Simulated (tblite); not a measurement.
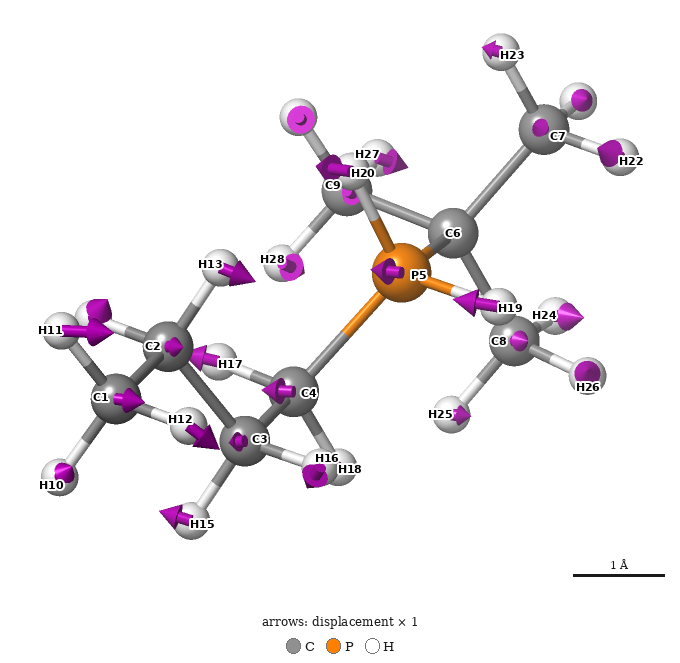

A relaxation of C$_{8}$H$_{20}$P (charge +1). The starting structure is drawn; purple arrows show the displacements, at their true length. The two geometries are superimposed by the best rigid fit.

Style: ball-and-stick. Shown from a free direction.

Computed with tblite 0.8.0, GFN2-xTB geometry optimisation, gas phase. 

Atoms of which element are displaced furthest, and by how much?

Answer. Hydrogen: up to 0.68 Å, against 0.41 Å for phosphorus.

Describe the change and its energy.

Answer. Over 177 geometry steps the energy falls by 4.85 kcal/mol. The atom that moves furthest after the best rigid fit is an H atom (0.68 Å). By element the largest moves are H 0.68 Å, P 0.41 Å, C 0.40 Å. Some distances before and after: H–P 1.416 → 1.375 Å, C–H 1.077 → 1.099 Å, C–H 1.106 → 1.087 Å, C–P 1.795 → 1.813 Å. Bond angles that change, for instance: C–P–C 106.3° → 115.9°, C–P–H 112.3° → 108.8°, C–C–H 107.5° → 110.5°. Cost: 2.9 s on 1 thread of Arm Neoverse N1, on a shared host.
